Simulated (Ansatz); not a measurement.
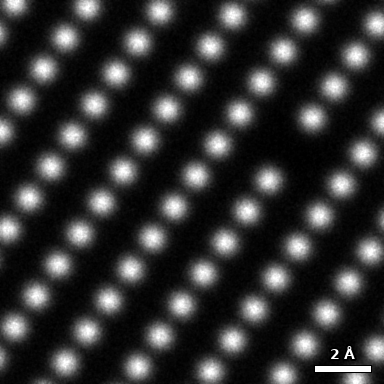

HAADF-like image of Pt (Fm-3m, No. 225) along [211]. Simulation: incoherent imaging, intensity Z^1.7 per atom, probe width 0.71 Å, thin sample. The probe carries 15 % of its weight in a tail 2.5 times as wide. Shot noise was added.

The sample is 1 repeat (4.8 Å) thick. One point defect was put into the perfect crystal, without relaxing the atoms around it. Brightness is counted from the darkest point of the image. Host structure: a calculation's starting geometry.

Question: Where is the defect (in Å from the left and the top edge), and what does its contrast suggest?

Answer: At about 11 Å from the left and 5 Å from the top. The column has all but vanished there, which points to a vacancy or a much lighter atom. The column holds 1 atom (Pt) through the sample, and one Pt atom is missing, so its peak vanishes.
